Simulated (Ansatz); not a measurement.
# NbB3 (built on the sites of a database entry of TaGa3): phonons and vibrational spectra, part 2 of 2

Aim: the phonons of NbB3 (built on the sites of a database entry of TaGa3) at a cell relaxed beforehand at this level. After the zone centre comes a 2×2×2 q mesh on a 20×20×20 k mesh.

Ansatz 0.2.0; DFT PBE+D3(BJ), scalar-relativistic, plane waves, PAW.

So far. Step 2 (Zone-centre response): Before it was imposed, the acoustic sum rule was missed by 2.0e-5 eV/Å². Small misses are needed for a sound result but don't prove that mesh and cutoff are converged. The lowest optical mode is imaginary, 461.5i cm⁻¹, so the energy falls along it.

The structure was built from a prototype and need not be the compound's stable phase.

### 3. The dispersion (continued)

Interpolated from a 2×2×2 q mesh, rough between the solved points. Phonon branches along the path, in cm⁻¹:

```tsv
point	branch 1	branch 2	branch 3	branch 4	branch 9	branch 10	branch 11	branch 12
Γ	-462	-298	-298	0	478	546	671	671
X	-455	-293	229	237	530	542	702	712
P	-455	-169	-87	256	536	536	707	707
N	-404	-104	167	201	532	549	582	724
Γ	-462	-298	-298	0	478	546	671	671
M	-371	-314	-314	165	562	563	663	663
S	-394	-88	198	231	543	550	589	719
jump to S0	-394	-88	198	231	543	550	589	719
Γ	-462	-298	-298	0	478	546	671	671
jump to X	-455	-293	229	237	530	542	702	712
R	-446	-261	212	260	533	544	690	709
jump to G′	-446	-261	212	260	533	544	690	709
M	-371	-314	-314	165	562	563	663	663
```

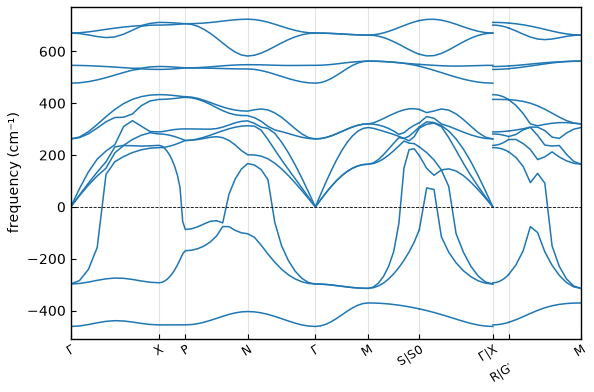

Phonon branches along the path.

The phonon density of states has structure finer than the step of the table below, so its rows give means over 50 cm⁻¹, whole bins alone (the curve runs from -465 to 725 cm⁻¹). Peaks (cm⁻¹: height): -435.0: 0.0176, 295.0: 0.0360, 375.0: 0.0247, 545.0: 0.0751, 705.0: 0.0310.

Tetrahedra on a 22×22×28 mesh, mean over bins of 10 cm-1. Interpolated from a 2×2×2 q mesh, rough between the solved points. Table of phonon density of states by wavenumber; means over each step:

```tsv
wavenumber (cm⁻¹)	phonon density of states (1/cm⁻¹/cell)
-400	0.0111
-350	2.4e-4
-300	0.00310
-250	0.00684
-200	0.00564
-150	0.00454
-100	0.00303
-50	0.00128
0	0.00110
50	0.00179
100	0.00542
150	0.0115
200	0.0136
250	0.0183
300	0.0326
350	0.0164
400	0.0144
450	6.0e-4
500	0.00609
550	0.0339
600	0.00554
650	0.0133
700	0.0204
```

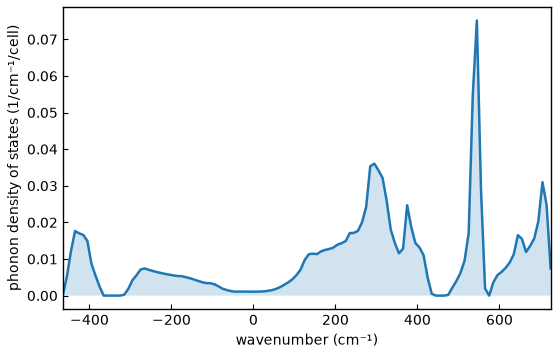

Phonon density of states against wavenumber.

The partial phonon density of states has structure finer than the step of the table below, so its rows give means over 50 cm⁻¹, whole bins alone (the curve runs from -472 to 756 cm⁻¹). Peaks (cm⁻¹: height): B -425.2: 0.0166, -263.1: 0.00684, 377.7: 0.0191, 539.8: 0.0536, 709.6: 0.0239; Nb 300.5: 0.0217.

Phonopy on the run's constants, 19x19x21 mesh, Gaussian sigma 8.8 cm-1. Interpolated from a 2×2×2 q mesh, rough between the solved points. The partial phonon density of states by wavenumber; means over each step; values in 1/cm⁻¹/cell:

```tsv
wavenumber (cm⁻¹)	B	Nb
-400	0.0108	7.7e-5
-350	4.6e-4	5.4e-6
-300	0.00316	8.6e-5
-250	0.00642	3.5e-4
-200	0.00519	4.2e-4
-150	0.00413	4.9e-4
-100	0.00251	4.1e-4
-50	0.00137	2.1e-4
0	4.5e-4	9.0e-5
50	0.00135	5.3e-4
100	0.00334	0.00223
150	0.00573	0.00573
200	0.00582	0.00779
250	0.00681	0.0119
300	0.0119	0.0196
350	0.0117	0.00540
400	0.0136	4.0e-4
450	0.00103	2.1e-5
500	0.00690	6.5e-4
550	0.0315	7.9e-4
600	0.00549	2.4e-4
650	0.0123	0.00102
700	0.0182	0.00147
```

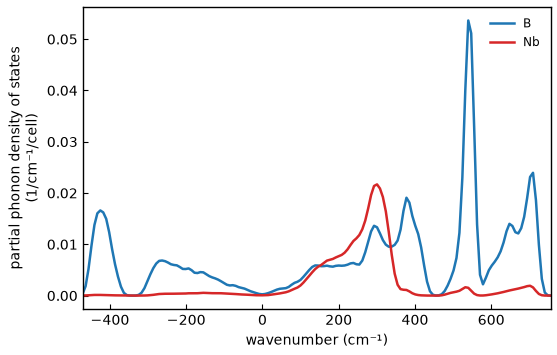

Partial phonon density of states against wavenumber.

Symmetry leaves 4 wavevectors to solve. The lowest mode among them, the acoustic zeros apart, lies at Γ and is imaginary, 461.5i cm⁻¹, so the energy falls along it.

### 4. Another isotope

An isotope changes the mass and not the force constants, so no new electronic calculation is needed; the shifts show which modes move this element.

The same force constants with the mass of B changed from 10.810 to 10.013 u (phonopy, no LO-TO term). Both lists are sorted by frequency; levels can cross, so a row need not hold one and the same mode. Modes under 3 cm⁻¹ are left out. Isotope shifts, by row, the first 40 of 45 rows:

```tsv
q	rank	natural mass (cm⁻¹)	changed mass (cm⁻¹)
0 0 0	1	-461.5	-478.5
0 0 0	2	-297.6	-309.3
0 0 0	3	-297.6	-309.3
0 0 0	7	262.2	271.2
0 0 0	8	262.2	271.2
0 0 0	9	477.5	492.4
0 0 0	10	546.2	567.6
0 0 0	11	670.8	693.2
0 0 0	12	670.8	693.2
0 0 -0.5	1	-455.4	-473.2
0 0 -0.5	2	-292.9	-303.5
0 0 -0.5	3	228.6	230
0 0 -0.5	4	237.4	246.7
0 0 -0.5	5	281.3	282.4
0 0 -0.5	6	289.3	290.1
0 0 -0.5	7	414.7	430.9
0 0 -0.5	8	433.1	450
0 0 -0.5	9	530.4	549.7
0 0 -0.5	10	541.8	562.9
0 0 -0.5	11	701.6	726.4
0 0 -0.5	12	711.9	736.7
0 -0.5 0	1	-403.9	-419.7
0 -0.5 0	2	-103.7	-107
0 -0.5 0	3	167	168.9
0 -0.5 0	4	201.2	209.1
0 -0.5 0	5	313	315.2
0 -0.5 0	6	331.9	334.2
0 -0.5 0	7	352.1	360.1
0 -0.5 0	8	369.5	383.9
0 -0.5 0	9	532.2	551.7
0 -0.5 0	10	548.6	570
0 -0.5 0	11	582.1	604.9
0 -0.5 0	12	724.3	752.6
-0.5 -0.5 -0.5	1	-370.8	-385.1
-0.5 -0.5 -0.5	2	-314.4	-326.5
-0.5 -0.5 -0.5	3	-314.4	-326.5
-0.5 -0.5 -0.5	4	164.8	165.8
-0.5 -0.5 -0.5	5	164.8	165.8
-0.5 -0.5 -0.5	6	306.2	306.4
-0.5 -0.5 -0.5	7	320.2	332.7
```

A mode of this element alone would shift by +3.90 %. The highest zone-centre frequency without the field goes from 670.8 to 693.2 cm⁻¹ (+3.3 %).

### 5. What came out

```
space group (within 0.01 Å)                             : I4/mmm
volume per atom                                         : 8.97 Å³
electronic character                                    : no gap on this mesh
highest optical mode at the zone centre (no LO-TO term) : 671 cm⁻¹
lowest optical zone-centre mode                         : -461 cm⁻¹
lowest mode on the q mesh (acoustic modes at Γ apart)   : -461 cm⁻¹
highest frequency on the path or at a solved wavevector : 724 cm⁻¹
imaginary modes on the 2×2×2 q mesh                     : yes
```

What this shows: Modes are clearly imaginary (beyond 10i cm⁻¹) at 4 of the 4 irreducible wavevectors, most at Γ (461.5i cm⁻¹), so this structure is not a minimum of the energy. The optical modes at Γ span -461 to 671 cm⁻¹ (negative means imaginary). The highest mode in this list at Γ, 670.8 cm⁻¹, is mostly motion of B (85 % of the kinetic energy). The q mesh stands for a supercell only 6.2 Å across, so branches between the solved wavevectors are rough. With no gap, or one that is small against the smearing, the frequencies hang on the k mesh and the smearing, most of all near Kohn anomalies. A phonon run warned that its eigensolver left some bands unconverged in a pass. In the phonons the program treats the change of the C6 weights of the dispersion term with coordination only in part. The starting cell was built on a prototype and not taken from a measurement, so the phase need not exist. These are harmonic frequencies at zero temperature: anharmonic shifts, linewidths and thermal expansion are left out.

[Logs are printed without paths, hosts, clocks, repeated set-up lines and the standing remarks that a program may print on its own settings, such as how far it seeks lower states.]

[Hosts, paths, dates, database ids (printed as entryN), source tags and the programs' standing remarks are cut or masked in the printed files.]
